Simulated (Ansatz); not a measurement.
Start from SiC (space group P6_3mc, No. 186; a = 3.0778 Å, c = 10.0773 Å). Axes: x lies along a and z along c of the hexagonal cell.

Perturbation: compressive biaxial strain of 1.54 % in the plane normal to [001], as in epitaxy on a mismatched substrate; the out-of-plane cell vector and the atoms relax.

Level of theory: Kohn–Sham DFT with the r2SCAN functional, run in Ansatz (an electronic-structure program) with PAW and 500 eV plane waves, no spin-orbit coupling, earlier PAW set.

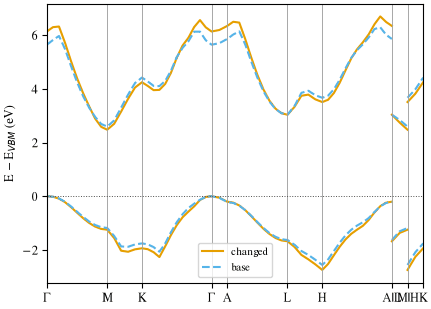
Figure. Highest valence and lowest conduction band along the path, each from its own valence-band maximum

### Question
From the figure, how large is the changed gap, and is it direct?

### Answer
About 2.5 eV, indirect, Γ → M.

No phonon test of stability was made.
